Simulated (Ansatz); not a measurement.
The parent structure is RbBr in the rock salt structure (space group Fm-3m, No. 225; a = 7.0177 Å).

The change: a negative pressure, −1 GPa.

Computed with PBE/PAW in Ansatz (a program for electronic structure), no spin-orbit coupling.

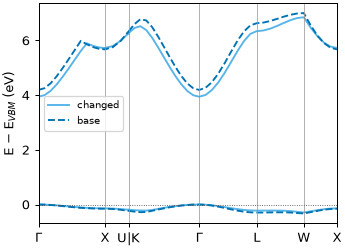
*Highest valence and lowest conduction band along the path, each from its own valence-band maximum*

### Question
Read the changed gap and its character from the plot.

### Answer
About 3.9 eV, direct at Γ.

Load acts through the strain it causes; cell and atoms are relaxed under it. Semilocal Kohn–Sham gaps tend to fall short of experiment. No phonon test of stability was made.
